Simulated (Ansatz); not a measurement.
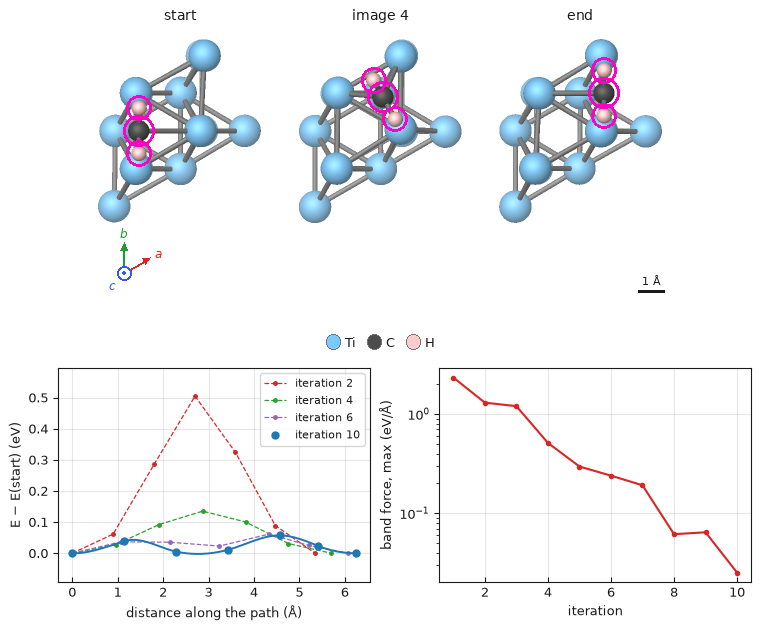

A nudged-elastic-band calculation for CH2 on Ti(0001) (15 atoms in the cell). Images are numbered from 0 (start) to 6 (end). The plot follows the band through its iterations. A ball-and-stick model of the simulation cell, with the vacuum cut short (origin moved), seen along the c axis. The atoms that move most are ringed. Bonds to atoms that aren't drawn are left out.

Method: Ansatz 0.2.0, DFT PBE, scalar-relativistic, plane waves, PAW.

Input
```yaml
crystal:
  lattice:
    - [5.9, 0.0, 0.0]
    - [2.95, 5.10955, 0.0]
    - [0.0, 0.0, 17.6846]
  atoms:
    - { symbol: Ti, position: [0.0, 0.0, 0.0565464] }
    - { symbol: Ti, position: [0.5, 0.0, 0.0565464] }
    - { symbol: Ti, position: [0.0, 0.5, 0.0565464] }
    - { symbol: Ti, position: [0.5, 0.5, 0.0565464] }
    - { symbol: Ti, position: [-0.17275858, 0.33631653, 0.17954128] }
    - { symbol: Ti, position: [0.33613086, 0.32900545, 0.18193015] }
    - { symbol: Ti, position: [-0.16350827, 0.83176573, 0.17825845] }
    - { symbol: Ti, position: [0.33660444, 0.83466421, 0.18187937] }
    - { symbol: Ti, position: [-0.00649035, 0.00518293, 0.30664799] }
    - { symbol: Ti, position: [0.52035428, -0.01021788, 0.30913206] }
    - { symbol: Ti, position: [-0.00676749, 0.5011631, 0.30667054] }
    - { symbol: Ti, position: [0.48821035, 0.50582884, 0.31099157] }
    - { symbol: C, position: [1.01535854, 0.74253651, 0.38767136] }
    - { symbol: H, position: [1.0180281, 0.89270338, 0.42549199] }
    - { symbol: H, position: [1.0166882, 0.59176046, 0.42604954] }
basis:
  ecutwfc: 420.0
kpoints:
  mp_grid: { grid: [4, 4, 1] }
hamiltonian:
  xc: pbe
scf:
  occupations: { method: gaussian, width: 0.05 }
  lower_state_search: "off"
neb:
  images: 5
  f_tol: 0.03
  initial_path: idpp
  max_iterations: 54
  constraints: [{ sites: [0, 1, 2, 3] }]
  final_atoms:
    - { symbol: Ti, position: [0.0, 0.0, 0.0565464] }
    - { symbol: Ti, position: [0.5, 0.0, 0.0565464] }
    - { symbol: Ti, position: [0.0, 0.5, 0.0565464] }
    - { symbol: Ti, position: [0.5, 0.5, 0.0565464] }
    - { symbol: Ti, position: [-0.16386914, 0.32900545, 0.18193015] }
    - { symbol: Ti, position: [0.32724142, 0.33631653, 0.17954128] }
    - { symbol: Ti, position: [-0.16339556, 0.83466421, 0.18187937] }
    - { symbol: Ti, position: [0.33649173, 0.83176573, 0.17825845] }
    - { symbol: Ti, position: [0.02035428, -0.01021788, 0.30913206] }
    - { symbol: Ti, position: [0.49350965, 0.00518293, 0.30664799] }
    - { symbol: Ti, position: [-0.01178965, 0.50582884, 0.31099157] }
    - { symbol: Ti, position: [0.49323251, 0.5011631, 0.30667054] }
    - { symbol: C, position: [1.51535854, 0.74253651, 0.38767136] }
    - { symbol: H, position: [1.5180281, 0.89270338, 0.42549199] }
    - { symbol: H, position: [1.5166882, 0.59176046, 0.42604954] }
  order_check: true
```

Run as
```bash
ansatz run input.yaml --threads 4 --pin off --max-ram 10240MiB --backend cpu --events-out ev --progress --plain --runs-dir out
```

> How did the profile develop, and is the result final?

The run is converged, with reservations. The band converged in 10 iterations. The largest component of the band force went from 2.3 to 0.025 eV/Å. The climbing image converged on the top of the path. A check of its curvatures didn't confirm a first-order saddle. The first iteration put the highest image at 1.190 eV. The barrier is about 0.057 eV in both directions, with image 4 at the top; the ends have the same energy. The profile has 2 maxima (images 1, 4) with a dip at image 2 (+0.005 eV), so the process runs in steps.

Limits of the set-up: the periodic images lie only 5.9 Å apart, so the values are limited by the cell's size.

Cost: 14 min on 4 threads of Intel(R) Xeon(R) Platinum 8259CL CPU @ 2.50GHz (Skylake/Cascade Lake), with other jobs on the host, peak memory 3 GiB.
